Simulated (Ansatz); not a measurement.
# B4H (charge +1, quintet): what the fields show

Input file:

```
crystal:
  periodic: [false, false, false]
  atoms:
    - {symbol: B, position_ang: [-0.746953, -0.512757, 1.796250]}
    - {symbol: B, position_ang: [0.380124, -0.600833, 0.624318]}
    - {symbol: B, position_ang: [0.482639, 0.129031, -0.799700]}
    - {symbol: B, position_ang: [-0.954238, 0.495598, 0.238995]}
    - {symbol: H, position_ang: [0.838438, 0.488961, -1.859862]}
basis:
  gaussian: {orbitals: def2-TZVP, initial_orbitals: start.molden}
total_charge: 1
magnetization: {spin_polarized: true, initial_magnetization: 4}
hamiltonian: {xc: pbe0, dispersion: d4}
scf: {omitted_lower_state_checks: [starts]}
output: {orbitals: {seedname: orbitals}}
```

Command:

```sh
ansatz run in.yaml --threads 4 --pin off --events-out ev --progress --plain --max-ram 3916MiB
```

Geometry: r2SCAN-D4/def2-TZVP.

These are results of UKS PBE0-D4/def2-TZVP in Ansatz 0.2.0, not measurements.

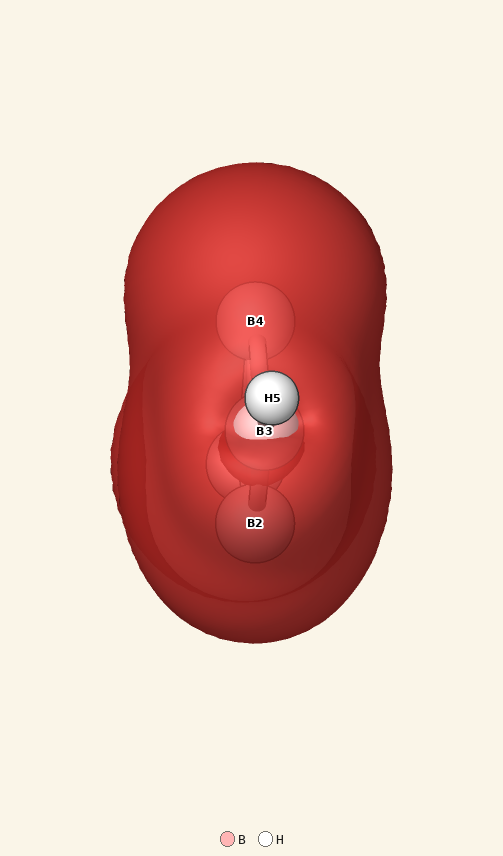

Figure 1. Isosurface of the spin density (α minus β) at +0.05 e/Å³ (red), seen at an oblique angle.

Question: Describe the spin distribution.

Answer: The unpaired spin (4 electrons) lies mostly on B1 (about 1.4), B4 (about 1.3), B2 (about 0.8) and B3 (about 0.5), in electrons by Hirshfeld's partition.

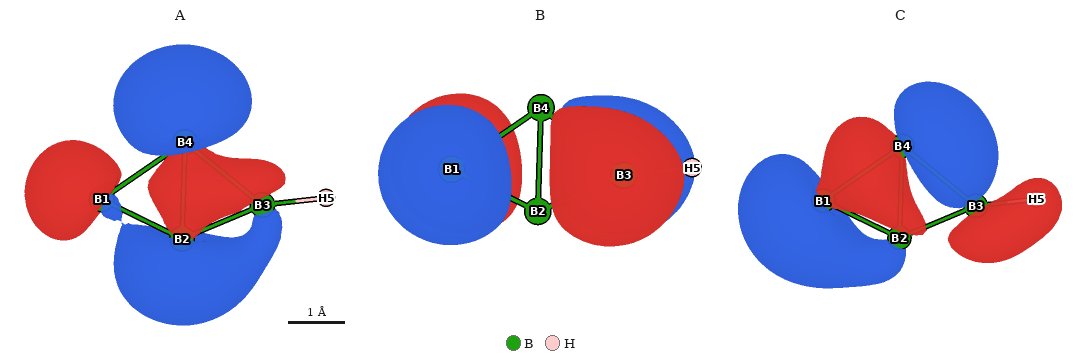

Figure 2. Three frontier orbitals at ±0.1 Å⁻³ᐟ² (blue and red are the two phases), in no order.

Question: Which picture is the HOMO−1, the HOMO and the LUMO? All are α orbitals.

Answer: C is the HOMO−1 (α) (−14.42 eV). By Hirshfeld shares it lies mainly on B1 (about 45 %), B4 (about 25 %), B3 (about 15 %) and B2 (about 10 %); it is symmetric in the molecular plane (an in-plane orbital: σ, lone-pair or in-plane π type). A is the HOMO (α) (−13.19 eV). It lies mainly on B4 (about 50 %), B2 (about 25 %), B1 (about 15 %) and B3 (about 10 %); it is symmetric in the molecular plane (an in-plane orbital: σ, lone-pair or in-plane π type). B is the LUMO (α) (−9.42 eV). Its weight (Hirshfeld) is mainly on B1 (about 45 %) and B3 (about 35 %); it changes sign across the molecular plane (π type); π-bonding across B2–B3 and B2–B4.

Question: What is the gap between the highest occupied and lowest empty α orbitals?

Answer: 3.77 eV between the orbital energies.

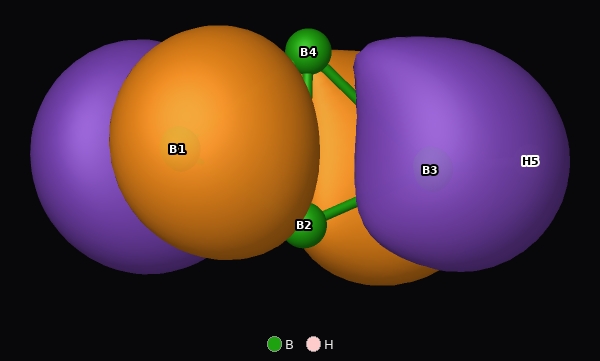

Figure 3. The LUMO (α) at ±0.1 Å⁻³ᐟ² (orange and purple are the two phases), seen at a tilt.

Question: Where does this orbital lie, and at what energy?

Answer: Its weight (Hirshfeld) is mainly on B1 (about 45 %) and B3 (about 35 %); it changes sign across the molecular plane (π type); π-bonding across B2–B3 and B2–B4. Its energy is −9.42 eV.
